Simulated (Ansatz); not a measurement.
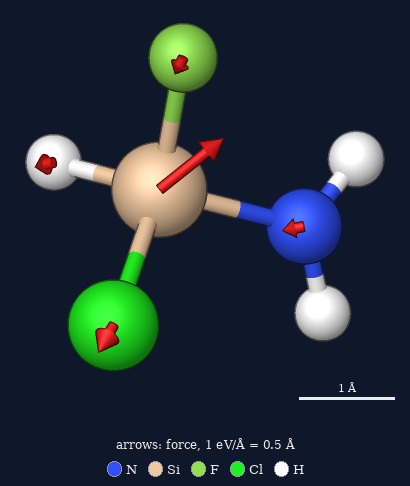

Starting geometry of SiNH₃ClF with the computed forces as red arrows. A ball-and-stick model, seen from a free direction.

The start comes from GFN2-xTB.

Theory: RKS PBE0-D4/def2-TZVP in Ansatz 0.2.0.

Input
```yaml
crystal:
  periodic: [false, false, false]
  atoms:
    - {symbol: N, position_ang: [-0.822060, -0.680130, -0.125970]}
    - {symbol: Si, position_ang: [0.504850, 0.375190, 0.078900]}
    - {symbol: F, position_ang: [0.893330, 0.211730, 1.629130]}
    - {symbol: Cl, position_ang: [-0.128860, 2.236010, -0.273700]}
    - {symbol: H, position_ang: [-1.397690, -0.645170, -0.950040]}
    - {symbol: H, position_ang: [-0.796020, -1.607060, 0.263590]}
    - {symbol: H, position_ang: [1.746440, 0.109430, -0.621900]}
basis:
  gaussian: {orbitals: def2-TZVP}
hamiltonian: {xc: pbe0, dispersion: d4}
relax: {f_tol: 0.005, max_steps: 150}
```

Launched with:
```bash
ansatz run in.yaml --threads 2 --pin off --events-out ev --progress --plain --max-ram 32768MiB --backend cpu
```

> What follows when this structure is relaxed?

It isn't relaxed: the largest force vector, on Si2, is 1.76 eV/Å. The final displacements have little in common with the starting forces (cosine between the two patterns 0.06). The energy falls by 2.23 kcal/mol in 14 accepted moves (15 points after the start). The largest force component goes from 1.2 to 0.00059 eV/Å. The line search rejected the trial step at point 8 of the run. The atom that moves furthest after the best rigid fit is H5 (0.75 Å). Largest moves by element: H 0.75 Å, F 0.27 Å, N 0.22 Å, Cl 0.19 Å, Si 0.06 Å. Among the contacts that change: Si2–Cl4 1.997 → 2.039 Å, N1–Si2 1.708 → 1.685 Å, Si2–H7 1.450 → 1.471 Å, Si2–F3 1.607 → 1.593 Å. Bond angles that change, for instance: N1–Si2–F3 103.9° → 114.5°, N1–Si2–H7 119.6° → 110.7°, F3–Si2–Cl4 110.0° → 105.8°.
